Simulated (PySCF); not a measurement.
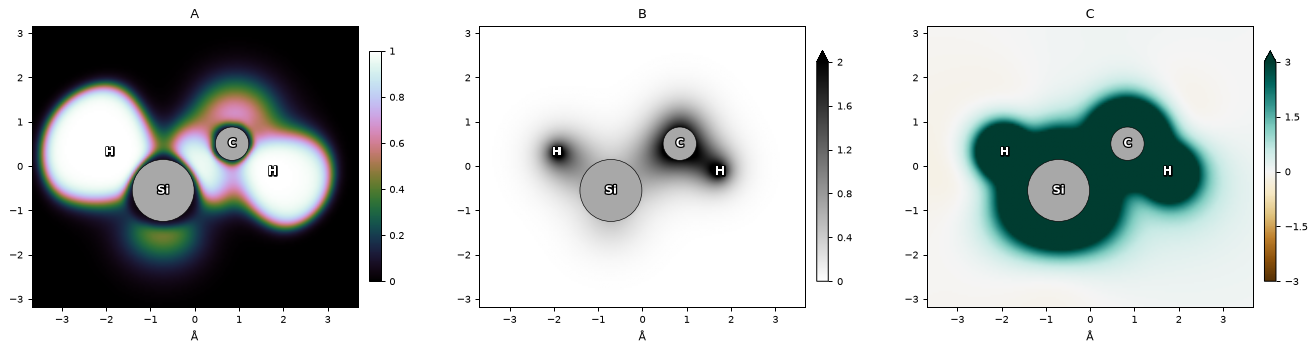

CH₆Si (SMILES C[SiH3]): 3 fields on the plane of atoms Si2, C1 and H3, with unlabelled colour scales. Grey discs cover the atomic cores.

Geometry: PBE0-D3(BJ)/def2-SVP.

Theory: PySCF, DFT single point, gas phase, functional M06-2X.

**Which field does each panel show? The fields are: electron density, electron localisation function and electrostatic potential.**

Panel A: electron localisation function. Panel B: electron density. Panel C: electrostatic potential (strongly positive close to the atoms and fading to about zero outside). From the grid: C–Si (1.88 Å): ρ at the midpoint is about 0.94 e/Å³; the ELF peaks at about 0.95 between the atoms: a shared electron pair. C–H (1.10 Å): ρ is about 1.9 e/Å³ halfway; the ELF climbs to about 1 towards the hydrogen, as it does in any bond to H; a covalent bond by its length.
